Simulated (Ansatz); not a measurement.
**CH$_{5}$AlNO (SMILES C[NH][Al][OH]) (doublet): density, localisation and related maps**

```xyz
9

C    -2.1688   -0.8611    1.0553
Al   -1.1903   -1.4915   -1.6290
N    -1.9677   -1.7998   -0.0455
O    -0.5646    0.0642   -2.0106
H    -1.7622    0.1168    0.7832
H    -3.2303   -0.7140    1.2911
H    -1.6586   -1.1776    1.9737
H    -2.3298   -2.7200    0.1650
H    -0.5790    0.8359   -1.4421
```

Geometry: B3LYP-D3(BJ)/6-311G**.

These are results of isolated molecule in a Gaussian basis; Kohn-Sham density functional theory, functional PBE0 (Ansatz), not measurements.

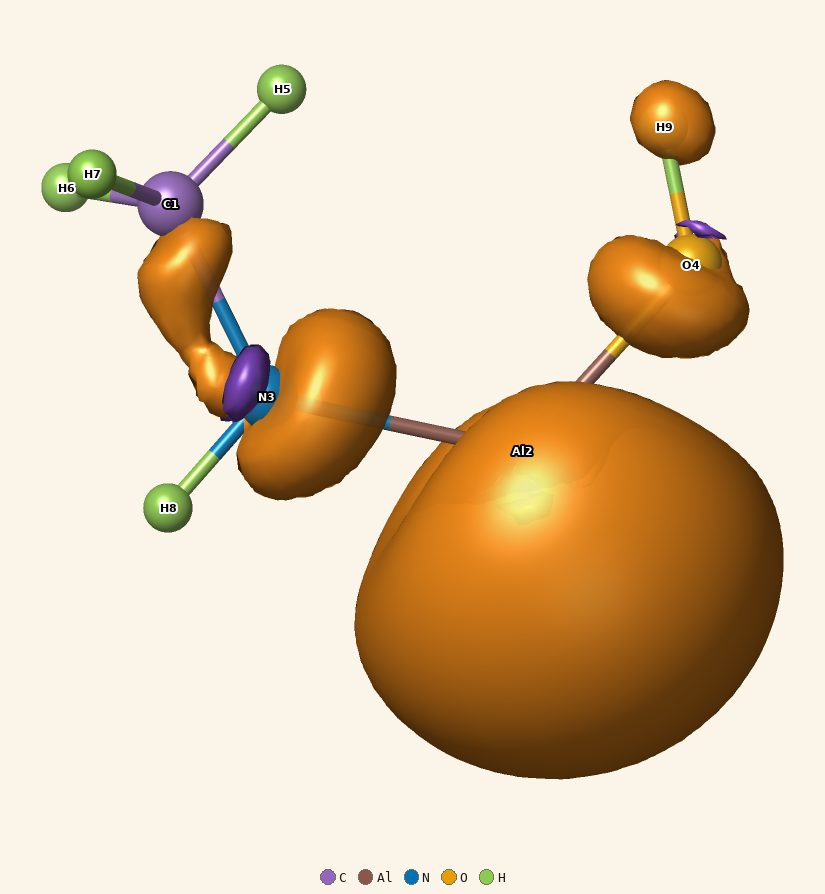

Figure 1. Isosurfaces of the spin density at +0.015 (orange) and −0.015 e/Å³ (purple), seen across its widest extent.

Describe the spin distribution.

Answer. The unpaired spin (1 electron) lies mostly on Al2 (about 0.9), in electrons by Hirshfeld's partition.

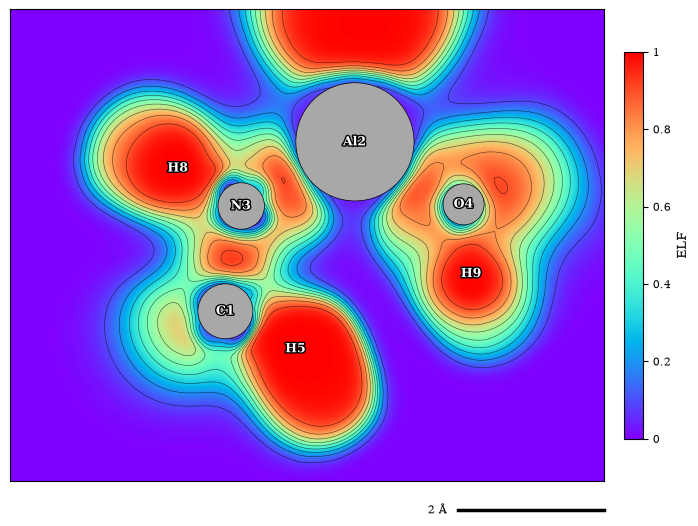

Figure 2. Electron localisation function on the plane of atoms Al2, N3 and H8. Grey discs cover the atomic cores.

Read the bonding off the picture.

Answer.
- Atoms in the plane: C, Al, N, O and H.
- C–N (1.46 Å): the ELF peaks at about 0.90 between the atoms; a covalent bond.
- Al–O (1.72 Å): the ELF peaks at about 0.85 in the valence shell of O, 0.6 Å from its nucleus, and is about 0.40 at the midpoint.
- Al–N (1.79 Å): the ELF peaks at about 0.90 in the valence shell of N, 0.7 Å from its nucleus, and is about 0.65 at the midpoint.
- O–H (0.96 Å): the ELF climbs to about 1 towards the hydrogen, as it does in any bond to H; a covalent bond by its length.
- N–H (1.01 Å): the ELF climbs to about 1 towards the hydrogen: a covalent bond by its length.
- The ELF also peaks beside O4, away from the bonds: non-bonding electrons, paired or unpaired.

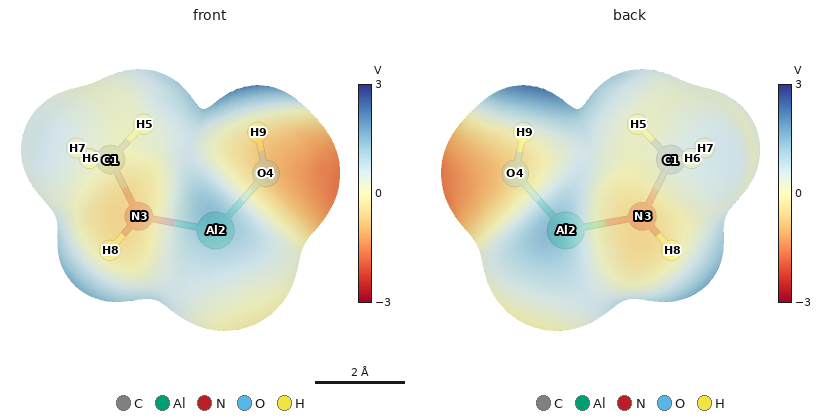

Figure 3. The molecular electrostatic potential painted on the density surface at 0.002 e/bohr³, seen from the front and from behind; red is negative and blue positive.

Which sites attract a positive test charge, and which a negative one?

Answer. A positive charge is drawn to the negative regions and a negative charge to the positive ones. The most negative region (about −1.6 V) lies over O4, the most positive (about +2.2 V) over H9. O4 is the likeliest acceptor of a hydrogen bond.

How polar is the molecule by this calculation?

Answer. Its dipole moment is 1.93 D.
